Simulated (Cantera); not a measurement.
Feed: 1 mol CF4, 0.39 mol H2, held at 6.30 mbar.

These are equilibrium values from Cantera (NASA tables, ideal gas, pure condensed phases), not measurements of a reactor. Candidate condensed phases: C, C6H6, C7H8, C8H18; 95 gas species. Gases not in the tables: C2F6 and larger saturated fluorocarbons. Rates play no part.

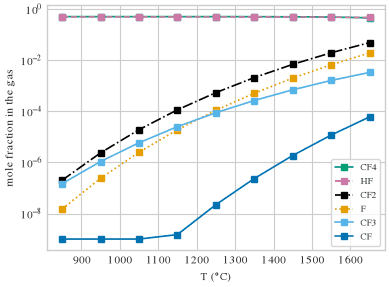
*Equilibrium gas composition (values under 1e-9 drawn at 1e-9)*

From 850 °C to 1650 °C the condensed part is C(graphite). The main C-bearing gas is CF4 throughout.
